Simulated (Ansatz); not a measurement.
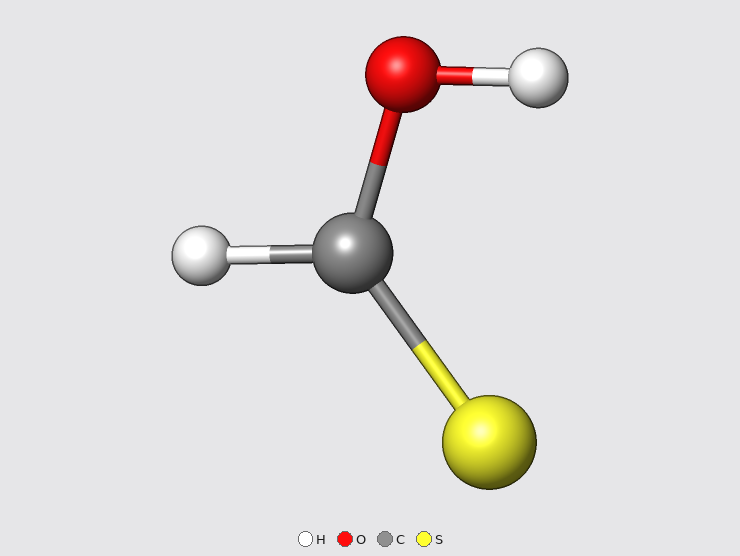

Harmonic vibrations computed with RKS PBE0-D4/def2-TZVP (Ansatz 0.2.0) at a stationary point of the same level.

Q: Minimum or transition state?

A: A minimum: no imaginary frequency, and the lowest mode lies at 468 cm⁻¹.

Q: List the wavenumbers.

A: 9 modes: 468, 703, 972, 978, 1230, 1324, 1463, 3148, 3720 cm⁻¹.
